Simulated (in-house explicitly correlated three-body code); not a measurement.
Two electrons around a point charge Z = 80 (Hg⁷⁸⁺). Computed variationally in 260 exponentially correlated functions with an in-house code, non-relativistic, converged to about 10⁻⁸ of the energy. Wanted, and plotted below: the bound S and P states that converged, by term and principal number n, on a logarithmic scale of binding.

The ground state is bound by 85.72 keV. The n = 2 states drawn run, from the deepest, 2 ³S (21.36 keV), 2 ³P (21.28 keV), 2 ¹S (21.27 keV), 2 ¹P (21.21 keV). Exchange puts 2 ³S below 2 ¹S by 93.7 eV and 2 ³P below 2 ¹P by 72.1 eV. Quantum defects n − (Z − 1)/√(2 E(binding)): 2 ³S 0.006, 2 ³P 0.002, 2 ¹S 0.002, 2 ¹P −0.001.

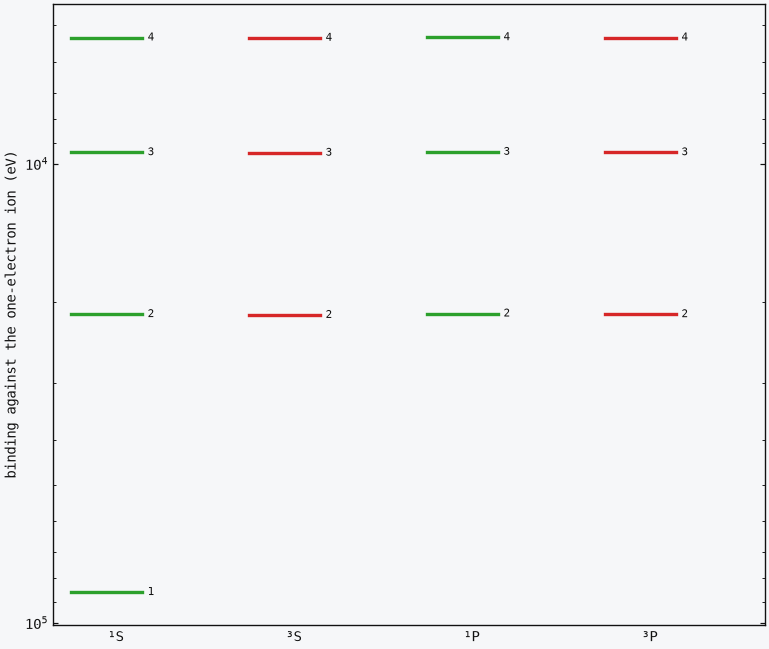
